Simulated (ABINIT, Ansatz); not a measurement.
# A GW chain in ABINIT: Rb2Pd (Fm-3m), part 2 of 3

Aim: the G0W0 gap of Rb2Pd (Fm-3m) on PBEsol, step by step.

ABINIT 10.8.3; PBEsol and many-body steps on it, plane waves. Known limits of the many-body steps: not at the basis limit; no spin polarisation; d states lean on the start; no spin-orbit coupling; coarse k mesh.

So far. Step 2 (Ground state): The gap is indirect, with the least direct gap 0.03 eV higher.

In doubt: a PseudoDojo file used here is known to give poor structures and forces, which bears on pressures, cells, forces and phonons.

**3. Bands along the symmetry lines**

Level of this step: DFT, PBEsol, plane waves, norm-conserving pseudopotentials (ABINIT).

Levels along a band path, at the cheap level, show where the edges lie and whether the meshes to come will hold them.

run.abi reads:

```
acell 3*1.0 Angstrom
rprim 
  -0.000000000000 4.123218000000 4.123218000000
  4.123218000000 0.000000000000 4.123218000000
  4.123218000000 4.123218000000 0.000000000000
ntypat 2
znucl 37 46
natom 3
typat 1 1 2
xred 
  0.250000000000 0.250000000000 0.250000000000
  0.750000000000 0.750000000000 0.750000000000
  0.000000000000 0.000000000000 0.000000000000
pp_dirpath "pseudos"
pseudos "Rb.upf, Pd.upf"
ecut 37
iscf -2
irdden 1
kptopt 0
nkpt 50
kpt 
  0.00000000 0.00000000 0.00000000
  0.06250000 0.00000000 0.06250000
  0.12500000 0.00000000 0.12500000
  0.18750000 0.00000000 0.18750000
  0.25000000 0.00000000 0.25000000
  0.31250000 0.00000000 0.31250000
  0.37500000 0.00000000 0.37500000
  0.43750000 0.00000000 0.43750000
  0.50000000 0.00000000 0.50000000
  0.51562500 0.03125000 0.51562500
  0.53125000 0.06250000 0.53125000
  0.54687500 0.09375000 0.54687500
  0.56250000 0.12500000 0.56250000
  0.57812500 0.15625000 0.57812500
  0.59375000 0.18750000 0.59375000
  0.60937500 0.21875000 0.60937500
  0.62500000 0.25000000 0.62500000
  0.37500000 0.37500000 0.75000000
  0.32812500 0.32812500 0.65625000
  0.28125000 0.28125000 0.56250000
  0.23437500 0.23437500 0.46875000
  0.18750000 0.18750000 0.37500000
  0.14062500 0.14062500 0.28125000
  0.09375000 0.09375000 0.18750000
  0.04687500 0.04687500 0.09375000
  0.00000000 0.00000000 0.00000000
  0.06250000 0.06250000 0.06250000
  0.12500000 0.12500000 0.12500000
  0.18750000 0.18750000 0.18750000
  0.25000000 0.25000000 0.25000000
  0.31250000 0.31250000 0.31250000
  0.37500000 0.37500000 0.37500000
  0.43750000 0.43750000 0.43750000
  0.50000000 0.50000000 0.50000000
  0.50000000 0.46875000 0.53125000
  0.50000000 0.43750000 0.56250000
  0.50000000 0.40625000 0.59375000
  0.50000000 0.37500000 0.62500000
  0.50000000 0.34375000 0.65625000
  0.50000000 0.31250000 0.68750000
  0.50000000 0.28125000 0.71875000
  0.50000000 0.25000000 0.75000000
  0.50000000 0.21875000 0.71875000
  0.50000000 0.18750000 0.68750000
  0.50000000 0.15625000 0.65625000
  0.50000000 0.12500000 0.62500000
  0.50000000 0.09375000 0.59375000
  0.50000000 0.06250000 0.56250000
  0.50000000 0.03125000 0.53125000
  0.50000000 0.00000000 0.50000000
istwfk *1
nband 25
nbdbuf 2
tolwfr 1e-08
nstep 40
prtwf 0
prtvol 0
indata_prefix "in"
outdata_prefix "out"
tmpdata_prefix "tmp"
```

On the command line:

```sh
OMP_NUM_THREADS=1 mpirun -n 4 abinit run.abi > log
```

Numbers of over 12 decimals in the logs are rounded to 6 here.

Output:

```text
.Version 10.8.3 of ABINIT. v10.8.2 released Aug 2026.

 Symmetries : space group Fm -3 m (#225); Bravais cF (face-center cubic)
[... echo of the input left out ...]
== DATASET  1 ==================================================================
-   mpi_nproc: 4, omp_nthreads: 1 (-1 if OMP is not activated)

--- !DatasetInfo
iteration_state: {dtset: 1, }
dimensions: {natom: 3, nkpt: 50, mband: 25, nsppol: 1, nspinor: 1, nspden: 1, mpw: 10206, }
cutoff_energies: {ecut:  37.0, pawecutdg:  -1.0, }
electrons: {nelect:   3.60000000E+01, charge:   0.00000000E+00, occopt:   1.00000000E+00, tsmear:   1.00000000E-02, }

 Real(R)+Recip(G) space primitive vectors, cartesian coordinates (Bohr,Bohr^-1):
 R(1)=  0.0000000  7.7917528  7.7917528  G(1)= -0.0641704  0.0641704  0.0641704
 R(2)=  7.7917528  0.0000000  7.7917528  G(2)=  0.0641704 -0.0641704  0.0641704
 R(3)=  7.7917528  7.7917528  0.0000000  G(3)=  0.0641704  0.0641704 -0.0641704
 Unit cell volume ucvol=  9.4609662E+02 bohr^3
 Angles (23,13,12)=  6.00000000E+01  6.00000000E+01  6.00000000E+01 degrees

 getcut: wavevector=  0.0000  0.0000  0.0000  ngfft=  64  64  64
         ecut(hartree)=     37.000   => boxcut(ratio)=   2.12111

--- Pseudopotential description ------------------------------------------------
- Rb Generated using ONCVPSP code by D. R. Hamann
- 37.00000   9.00000  180301                  znucl, zion, pspdat
12 -116133 2 -1 2280                          pspcod,pspxc,lmax,lloc,mmax
     nproj     2     2     2
  pspatm : epsatm=   34.48401057
         --- l  ekb(1:nproj) -->
             0    8.196957   -0.477221
             1    3.231347   -0.378736
             2   -1.047201    0.996637
 pspatm: atomic psp has been read  and splines computed

- Pd Generated using ONCVPSP code by D. R. Hamann
- 46.00000  18.00000  180301                  znucl, zion, pspdat
12 -116133 2 -1 1238                          pspcod,pspxc,lmax,lloc,mmax
     nproj     2     2     2
  pspatm : epsatm=   26.17260746
         --- l  ekb(1:nproj) -->
[...]
pspatm: atomic psp has been read  and splines computed

--------------------------------------------------------------------------------

================================================================================
 prteigrs : about to open file out_EIG
 Non-SCF case, kpt    1 (  0.00000  0.00000  0.00000), residuals and eigenvalues=
  5.67E-09  2.59E-09  3.09E-09  7.30E-09  2.67E-09  2.78E-09  2.34E-09  8.52E-09
  7.91E-09  1.68E-09  3.17E-09  8.70E-09  5.17E-09  3.65E-09  2.43E-09  3.85E-09
  5.59E-09  9.95E-09  4.60E-09  3.96E-09  8.16E-09  6.52E-09  5.54E-09  6.20E-09
  5.04E-05
 -2.9640E+00 -1.7073E+00 -1.7073E+00 -1.7073E+00 -9.5528E-01 -9.5319E-01
 -3.7537E-01 -3.7537E-01 -3.7537E-01 -3.6607E-01 -3.6607E-01 -3.6607E-01
 -1.7772E-02  2.6965E-02  2.6965E-02  3.0845E-02  3.0845E-02  3.0845E-02
[...]
3.2545E-01
[...]
7.76E-04
[...]
Non-SCF case, kpt    3 (  0.12500  0.00000  0.12500), residuals and eigenvalues=
[...]
Non-SCF case, kpt   49 (  0.50000  0.03125  0.53125), residuals and eigenvalues=
[...]
Non-SCF case, kpt   50 (  0.50000  0.00000  0.50000), residuals and eigenvalues=
[...]
2.3962E-02  2.4632E-02  2.9784E-02  2.9784E-02  3.1011E-02  4.9074E-02
  8.1768E-02  1.3998E-01  1.7752E-01  1.7752E-01  1.9969E-01  2.1375E-01
[...]
--- !ResultsGS
iteration_state: {dtset: 1, }
comment   : Summary of ground state results
lattice_vectors:
- [ -0.0000000,   7.7917528,   7.7917528, ]
- [  7.7917528,   0.0000000,   7.7917528, ]
- [  7.7917528,   7.7917528,   0.0000000, ]
lattice_lengths: [  11.01920,   11.01920,   11.01920, ]
lattice_angles: [ 60.000,  60.000,  60.000, ] # degrees, (23, 13, 12)
lattice_volume:   9.4609662E+02
convergence: {deltae:  0.000E+00, res2:  0.000E+00, residm:  9.988E-09, diffor:  0.000E+00, }
etotal    :  -1.88924591E+02
entropy   :   0.00000000E+00
fermie    :   4.92146730E-02
cartesian_stress_tensor: null
pressure_GPa: null
xred      :
- [  2.5000E-01,   2.5000E-01,   2.5000E-01, Rb]
- [  7.5000E-01,   7.5000E-01,   7.5000E-01, Rb]
- [  0.0000E+00,   0.0000E+00,   0.0000E+00, Pd]
cartesian_forces: null
force_length_stats: {min: null, max: null, mean: null, }

 Integrated electronic density in atomic spheres:
 ------------------------------------------------
 Atom  Sphere_radius  Integrated_density
[...]
================================================================================

 ----iterations are completed or convergence reached----

 Mean square residual over all n,k,spin=   51.481E-10; max=  99.880E-10
 reduced coordinates (array xred) for    3 atoms
[...]
0.750000000000      0.750000000000      0.750000000000
       0.000000000000      0.000000000000      0.000000000000

 cartesian coordinates (angstrom) at end:
    1      2.061609     2.061609     2.061609
    2      6.184827     6.184827     6.184827
    3      0.000000     0.000000     0.000000
 length scales=  1.889726125908  1.889726125908  1.889726125908 bohr
              =  1.000000000000  1.000000000000  1.000000000000 angstroms
 prteigrs : about to open file out_EIG
 Eigenvalues (hartree) for nkpt=  50  k points:
 kpt#   1, nband= 25, wtk=  1.00000, kpt=  0.0000  0.0000  0.0000 (reduced coord)
[...]
kpt#   2, nband= 25, wtk=  1.00000, kpt=  0.0625  0.0000  0.0625 (reduced coord)
[...]
kpt#   3, nband= 25, wtk=  1.00000, kpt=  0.1250  0.0000  0.1250 (reduced coord)
[...]
kpt#  49, nband= 25, wtk=  1.00000, kpt=  0.5000  0.0313  0.5313 (reduced coord)
[...]
0.26175
 kpt#  50, nband= 25, wtk=  1.00000, kpt=  0.5000  0.0000  0.5000 (reduced coord)
[...]
-0.37699   -0.36497   -0.36497   -0.36373    0.02396    0.02463    0.02978    0.02978
   0.03101    0.04907    0.08177    0.13998    0.17752    0.17752    0.19969    0.21375
   0.26154

== END DATASET(S) ==============================================================
================================================================================

 -outvars: echo values of variables after computation  --------
            nband          25
             nkpt          50
          spgroup         225
 [... the other variables as echoed above ...]

 Calculation completed.
```

It took 94 s on 4 MPI ranks of Arm Neoverse N1, shared host; peak memory 0.53 GiB.

Numbers from this step:

- gap: 0.8553 eV
- k of the valence top: 0.5, 0.25, 0.75
- k of the conduction bottom: 0.5, 0.5, 0.5
- least direct gap: 0.8898 eV

The gap is 0.855 eV, as in the run before at this level.

The electronic bands at the labelled points (eV, zero at the top of the highest filled band):

| point | band 15 | band 16 | band 17 | band 18 | band 19 | band 20 | band 21 | band 22 |
| --- | --- | --- | --- | --- | --- | --- | --- | --- |
| Γ | -0.61 | -0.50 | -0.50 | -0.50 | 2.51 | 2.51 | 2.51 | 4.22 |
| X | -0.53 | -0.53 | -0.50 | 0.00 | 0.89 | 2.47 | 3.49 | 3.49 |
| U | -0.58 | -0.53 | -0.52 | -0.04 | 1.37 | 1.99 | 3.06 | 3.46 |
| jump to K | -0.58 | -0.53 | -0.52 | -0.04 | 1.37 | 1.99 | 3.06 | 3.46 |
| Γ | -0.61 | -0.50 | -0.50 | -0.50 | 2.51 | 2.51 | 2.51 | 4.22 |
| L | -0.56 | -0.53 | -0.53 | -0.33 | 0.86 | 3.25 | 3.25 | 4.56 |
| W | -0.62 | -0.53 | -0.53 | 0.00 | 1.82 | 1.82 | 2.30 | 3.92 |
| X | -0.53 | -0.53 | -0.50 | 0.00 | 0.89 | 2.47 | 3.49 | 3.49 |

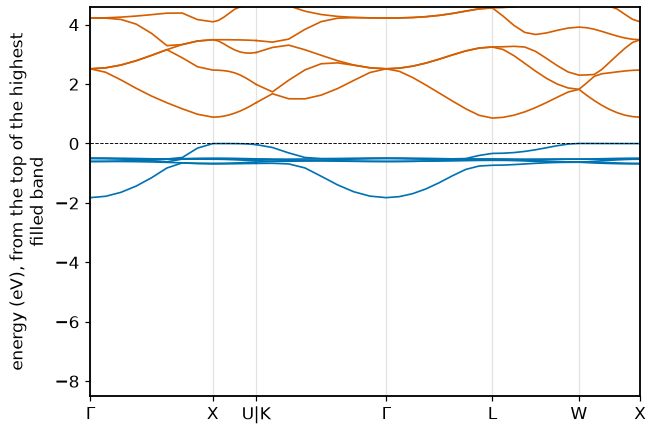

Electronic bands along the path; lines of filled and empty bands in two colours.

**4. Empty states on the mesh, 2×2×2 mesh, 94 bands**

The sums over transitions need many empty states on a uniform mesh; this step solves for them.

run.abi reads:

```
acell 3*1.0 Angstrom
rprim 
  -0.000000000000 4.123218000000 4.123218000000
  4.123218000000 0.000000000000 4.123218000000
  4.123218000000 4.123218000000 0.000000000000
ntypat 2
znucl 37 46
natom 3
typat 1 1 2
xred 
  0.250000000000 0.250000000000 0.250000000000
  0.750000000000 0.750000000000 0.750000000000
  0.000000000000 0.000000000000 0.000000000000
pp_dirpath "pseudos"
pseudos "Rb.upf, Pd.upf"
ecut 37
ngkpt 2 2 2
nshiftk 1
shiftk 0 0 0
kptopt 1
chksymbreak 0
iscf -2
irdden 1
istwfk *1
nband 94
nbdbuf 8
tolwfr 1e-09
nstep 60
prtvol 0
indata_prefix "in"
outdata_prefix "out"
tmpdata_prefix "tmp"
```

Output:

```text
.Version 10.8.3 of ABINIT. v10.8.2 released Aug 2026.

 Symmetries : space group Fm -3 m (#225); Bravais cF (face-center cubic)
[... echo of the input left out ...]
== DATASET  1 ==================================================================
-   mpi_nproc: 4, omp_nthreads: 1 (-1 if OMP is not activated)
-    --> not optimal distribution: autoparal keyword recommended in input file <--

--- !DatasetInfo
iteration_state: {dtset: 1, }
dimensions: {natom: 3, nkpt: 3, mband: 94, nsppol: 1, nspinor: 1, nspden: 1, mpw: 10200, }
cutoff_energies: {ecut:  37.0, pawecutdg:  -1.0, }
electrons: {nelect:   3.60000000E+01, charge:   0.00000000E+00, occopt:   1.00000000E+00, tsmear:   1.00000000E-02, }

 Real(R)+Recip(G) space primitive vectors, cartesian coordinates (Bohr,Bohr^-1):
 R(1)=  0.0000000  7.7917528  7.7917528  G(1)= -0.0641704  0.0641704  0.0641704
 R(2)=  7.7917528  0.0000000  7.7917528  G(2)=  0.0641704 -0.0641704  0.0641704
 R(3)=  7.7917528  7.7917528  0.0000000  G(3)=  0.0641704  0.0641704 -0.0641704
 Unit cell volume ucvol=  9.4609662E+02 bohr^3
 Angles (23,13,12)=  6.00000000E+01  6.00000000E+01  6.00000000E+01 degrees

 getcut: wavevector=  0.0000  0.0000  0.0000  ngfft=  64  64  64
         ecut(hartree)=     37.000   => boxcut(ratio)=   2.12111

--- Pseudopotential description ------------------------------------------------
- Rb Generated using ONCVPSP code by D. R. Hamann
- 37.00000   9.00000  180301                  znucl, zion, pspdat
12 -116133 2 -1 2280                          pspcod,pspxc,lmax,lloc,mmax
     nproj     2     2     2
  pspatm : epsatm=   34.48401057
         --- l  ekb(1:nproj) -->
             0    8.196957   -0.477221
             1    3.231347   -0.378736
             2   -1.047201    0.996637
 pspatm: atomic psp has been read  and splines computed

- Pd Generated using ONCVPSP code by D. R. Hamann
- 46.00000  18.00000  180301                  znucl, zion, pspdat
12 -116133 2 -1 1238                          pspcod,pspxc,lmax,lloc,mmax
     nproj     2     2     2
  pspatm : epsatm=   26.17260746
         --- l  ekb(1:nproj) -->
[...]
pspatm: atomic psp has been read  and splines computed

--------------------------------------------------------------------------------

================================================================================
 prteigrs : about to open file out_EIG
 Non-SCF case, kpt    1 (  0.00000  0.00000  0.00000), residuals and eigenvalues=
  5.91E-10  2.63E-10  5.06E-10  7.62E-10  1.01E-10  9.46E-10  7.37E-11  4.86E-10
  4.43E-10  5.52E-10  3.99E-10  9.73E-10  4.75E-10  1.03E-10  1.75E-10  1.23E-10
  7.60E-10  7.68E-10  1.58E-10  2.93E-10  4.40E-10  1.70E-10  2.01E-10  1.54E-10
[...]
2.84E-08  1.66E-10  4.91E-10  1.98E-05  6.07E-10  9.39E-10
 -2.9640E+00 -1.7073E+00 -1.7073E+00 -1.7073E+00 -9.5528E-01 -9.5319E-01
 -3.7537E-01 -3.7537E-01 -3.7537E-01 -3.6607E-01 -3.6607E-01 -3.6607E-01
[...]
1.2480E+00  1.2480E+00  1.2709E+00  1.2709E+00  1.2709E+00  1.2930E+00
  1.2930E+00  1.2930E+00  1.3138E+00  1.3138E+00
 prteigrs : prtvol=0 or 1, do not print more k-points.

--- !ResultsGS
iteration_state: {dtset: 1, }
comment   : Summary of ground state results
lattice_vectors:
- [ -0.0000000,   7.7917528,   7.7917528, ]
- [  7.7917528,   0.0000000,   7.7917528, ]
- [  7.7917528,   7.7917528,   0.0000000, ]
lattice_lengths: [  11.01920,   11.01920,   11.01920, ]
lattice_angles: [ 60.000,  60.000,  60.000, ] # degrees, (23, 13, 12)
lattice_volume:   9.4609662E+02
convergence: {deltae:  0.000E+00, res2:  0.000E+00, residm:  9.911E-10, diffor:  0.000E+00, }
etotal    :  -1.88924591E+02
entropy   :   0.00000000E+00
fermie    :   4.92146730E-02
cartesian_stress_tensor: null
pressure_GPa: null
xred      :
- [  2.5000E-01,   2.5000E-01,   2.5000E-01, Rb]
- [  7.5000E-01,   7.5000E-01,   7.5000E-01, Rb]
- [  0.0000E+00,   0.0000E+00,   0.0000E+00, Pd]
cartesian_forces: null
force_length_stats: {min: null, max: null, mean: null, }

 Integrated electronic density in atomic spheres:
 ------------------------------------------------
 Atom  Sphere_radius  Integrated_density
[...]
================================================================================

 ----iterations are completed or convergence reached----

 Mean square residual over all n,k,spin=   41.940E-11; max=  99.113E-11
 reduced coordinates (array xred) for    3 atoms
[...]
0.750000000000      0.750000000000      0.750000000000
       0.000000000000      0.000000000000      0.000000000000

 cartesian coordinates (angstrom) at end:
    1      2.061609     2.061609     2.061609
    2      6.184827     6.184827     6.184827
    3      0.000000     0.000000     0.000000
 length scales=  1.889726125908  1.889726125908  1.889726125908 bohr
              =  1.000000000000  1.000000000000  1.000000000000 angstroms
 prteigrs : about to open file out_EIG
 Eigenvalues (hartree) for nkpt=   3  k points:
 kpt#   1, nband= 94, wtk=  0.12500, kpt=  0.0000  0.0000  0.0000 (reduced coord)
[...]
0.97752    1.11650    1.11650    1.11650    1.13151    1.14774    1.14774    1.14774
   1.19131    1.19131    1.19131    1.23249    1.24804    1.24804    1.27094    1.27094
   1.27094    1.29298    1.29298    1.29302    1.31383    1.31383
 prteigrs : prtvol=0 or 1, do not print more k-points.

== END DATASET(S) ==============================================================
================================================================================

 -outvars: echo values of variables after computation  --------
            nband          94
             nkpt           3
          spgroup         225
 [... the other variables as echoed above ...]

 Calculation completed.
```

The job ended after 45 s (4 MPI ranks; peak memory 0.4 GiB).

This step gave:

```
gap                                                           : 0.8591 eV
k of the valence top                                          : 0.5, 0.5, 0
k of the conduction bottom                                    : 0.5, 0, 0
least direct gap                                              : 0.8898 eV
k points computed                                             : 3
lowest point of the top converged band, above the valence top : 31.65 eV
```

On this mesh the gap is 0.859 eV.

**5. Screening, 2×2×2 mesh, 86 bands, screening to 98 eV**

The RPA dielectric matrix is built and inverted for each q.

This step: RPA screening on PBEsol, plane waves, norm-conserving pseudopotentials.

run.abi: that of step 4 with these lines changed.

```diff
@@ -21,10 +21,11 @@
 chksymbreak 0
-iscf -2
-irdden 1
 istwfk *1
-nband 94
-nbdbuf 8
-tolwfr 1e-09
-nstep 60
-prtvol 0
+occopt 1
+irdwfk 1
+optdriver 3
+nband 86
+ecuteps 3.6
+inclvkb 2
+awtr 1
+symchi 1
 indata_prefix "in"
```

Output:

```text
.Version 10.8.3 of ABINIT. v10.8.2 released Aug 2026.

 Symmetries : space group Fm -3 m (#225); Bravais cF (face-center cubic)
[... echo of the input left out ...]
== DATASET  1 ==================================================================
-   mpi_nproc: 4, omp_nthreads: 1 (-1 if OMP is not activated)

--- !DatasetInfo
iteration_state: {dtset: 1, }
dimensions: {natom: 3, nkpt: 3, mband: 86, nsppol: 1, nspinor: 1, nspden: 1, mpw: 10200, }
cutoff_energies: {ecut:  37.0, pawecutdg:  -1.0, }
electrons: {nelect:   3.60000000E+01, charge:   0.00000000E+00, occopt:   1.00000000E+00, tsmear:   1.00000000E-02, }

 SCREENING: Calculation of the susceptibility and dielectric matrices

 Based on a program developped by R.W. Godby, V. Olevano, G. Onida, and L. Reining.
 Incorporated in ABINIT by V. Olevano, G.-M. Rignanese, and M. Torrent.
.Using double precision arithmetic ; gwpc =  8

[... cell and pseudopotentials left out ...]
--------------------------------------------------------------------------------

 ==== K-mesh for the wavefunctions ====
 Number of points in the irreducible wedge :     3
[... list of points left out ...]
 Together with 48 symmetry operations and time-reversal symmetry
 yields     8 points in the full Brillouin Zone.

 ==== Q-mesh for the screening function ====
 Number of points in the irreducible wedge :     3
[... list of points left out ...]
 Together with 48 symmetry operations and time-reversal symmetry
 yields     8 points in the full Brillouin Zone.

 setmesh: FFT mesh size selected  =    40x   40x   40
          total number of points  =        64000

 vcoul_init : cutoff-mode = AUXILIARY_FUNCTION
 q-points for optical limit:   1
     1)      0.000010    0.000020    0.000030

- screening: taking advantage of time-reversal symmetry
- Maximum band index for partially occupied states nbvw = 18
- Remaining bands to be divided among processors   nbcw = 68
- Number of bands treated by each node ~17

 Number of electrons calculated from density =   36.0000; Expected =   36.0000
 average of density, n =  0.038051
 r_s =    1.8444
 omega_plasma =   18.8165 [eV]

 calculating chi0 at frequencies [eV] :
  1    0.000000E+00    0.000000E+00
  2    0.000000E+00    1.881651E+01

--------------------------------------------------------------------------------
  q-point number  1        q = ( 0.000000, 0.000000, 0.000000) [r.l.u.]
--------------------------------------------------------------------------------
[... chi0 elements left out ...]
 For q-point:  0.000010 0.000020 0.000030
  dielectric constant =  21.8095
  dielectric constant without local fields =  32.0153

  Average fulfillment of the sum rule on Im[epsilon] for q-point    1 :     48.40  [%]
[... wings left out ...]
  q-point number  2        q = ( 0.500000, 0.000000, 0.000000) [r.l.u.]
--------------------------------------------------------------------------------
[... chi0 elements left out ...]
  Average fulfillment of the sum rule on Im[epsilon] for q-point    2 :     55.63  [%]

 [... 1 further q-points ...]
```

Wall time 18 s (4 MPI ranks); peak memory 1.1 GiB; 73 s of CPU time.

This step gave:

```yaml
eps_infinity_with_local_fields_on_this_mesh_along_the_program_s_q_direction: 21.81
the_same_without_local_fields: 32.02
plasma_frequency: 18.82 eV
plane_waves_in_the_screening_matrix: 331
```

Local fields lower ε∞ by 32 %. On a Γ-centred mesh this coarse the value itself is usually too large, while a short band sum pulls it down.

(Continued in part 3 of 3.)

[Paths, hosts, dates, memory and timing lines, banners, echoed tables and standing remarks are left out of the program output.]

[Logs are printed without paths, hosts, clocks, repeated set-up lines and the standing remarks that a program may print on its own settings, such as how far it seeks lower states.]

[Runs of the session that timed out or met a known fault of the program may be left out.]

[Hosts, paths, dates, database ids (printed as entryN), source tags and the programs' standing remarks are cut or masked in the printed files.]

[G0W0 gaps are taken among the corrected bands and points alone; a level outside them can change the order at an edge.]

[Where Ansatz stands beside ABINIT at settings called matched, ABINIT's density can come from a denser mesh and the files from another edition; pairs whose starting gaps differed by over 0.03 eV were left out, so agreement reads better than it is.]
